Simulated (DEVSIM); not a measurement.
System: Mo/La2O3/SiO2/n-Si capacitor, at 300 K.

| layer (left to right) | material | thickness (nm) | Nd (cm⁻³) |
|---|---|---|---|
| 1 | La2O3 | 6.00 | - |
| 2 | SiO2 | 1.20 | - |
| 3 | Si | 440 | 1.7e18 |

Metal gate on the left, work function 4.6 eV. Fixed charge at the semiconductor interface 5.8e11 cm⁻² (in units of +e); no interface traps.

Constants are typed, rounded textbook-type inputs, not results; the design itself was drawn at random and stands for no fabricated device. Values at 300 K.

| parameter | La2O3 | SiO2 | Si |
|---|---|---|---|
| gap (eV) | 5.8 | 9 | 1.124 |
| affinity (eV) | 1.8 | 0.9 | 4.05 |
| permittivity | 27 | 3.9 | 11.7 |
| Nc (cm⁻³) | - | - | 2.86e19 |
| Nv (cm⁻³) | - | - | 3.1e19 |

DEVSIM, 1D Poisson equation in equilibrium, Boltzmann statistics, complete ionisation; no quantum confinement or tunnelling. Metal contacts follow the ideal Schottky-Mott rule: no Fermi-level pinning, no interface dipoles.

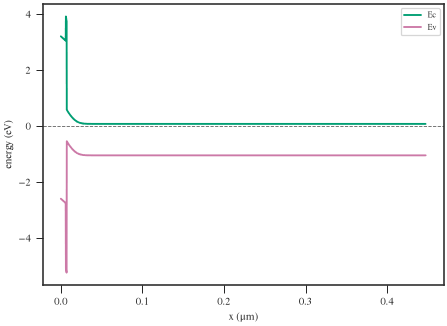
*Band edges at -0.4 V on the gate*

Energies count from the Fermi level of the right contact; mesh points crowd at the junctions.

| x (μm) | Ec (eV) | Ev (eV) | n (cm⁻³) | p (cm⁻³) | field (V/cm) |
|---|---|---|---|---|---|
| 0.000 | 3.200 | -2.600 | < 1e2 | < 1e2 | -260000 |
| 0.0009196 | 3.176 | -2.624 | < 1e2 | < 1e2 | -260000 |
| 0.002364 | 3.139 | -2.661 | < 1e2 | < 1e2 | -260000 |
| 0.004075 | 3.095 | -2.705 | < 1e2 | < 1e2 | -260000 |
| 0.005668 | 3.054 | -2.746 | < 1e2 | < 1e2 | -260000 |
| 0.006372 | 3.877 | -5.123 | < 1e2 | < 1e2 | -1800000 |
| 0.006835 | 3.795 | -5.205 | < 1e2 | < 1e2 | -1800000 |
| 0.007968 | 0.543 | -0.581 | 2.1e10 | 5.5e9 | -480000 |
| 0.009704 | 0.463 | -0.661 | 4.7e11 | 2.5e8 | -440000 |
| 0.01300 | 0.333 | -0.791 | 7.2e13 | 1600000 | -350000 |
| 0.01971 | 0.157 | -0.967 | 6.6e16 | 1800 | -180000 |
| 0.03889 | 0.073 | -1.051 | 1.7e18 | < 1e2 | -1000 |
| 0.06839 | 0.073 | -1.051 | 1.7e18 | < 1e2 | ≈ 0 |
| 0.1244 | 0.073 | -1.051 | 1.7e18 | < 1e2 | ≈ 0 |
| 0.2737 | 0.073 | -1.051 | 1.7e18 | < 1e2 | ≈ 0 |
| 0.3594 | 0.073 | -1.051 | 1.7e18 | < 1e2 | ≈ 0 |
| 0.4015 | 0.073 | -1.051 | 1.7e18 | < 1e2 | ≈ 0 |
| 0.4245 | 0.073 | -1.051 | 1.7e18 | < 1e2 | ≈ 0 |
| 0.4381 | 0.073 | -1.051 | 1.7e18 | < 1e2 | ≈ 0 |
| 0.4431 | 0.073 | -1.051 | 1.7e18 | < 1e2 | ≈ 0 |
| 0.4456 | 0.073 | -1.051 | 1.7e18 | < 1e2 | ≈ 0 |
| 0.4472 | 0.073 | -1.051 | 1.7e18 | < 1e2 | ≈ 0 |
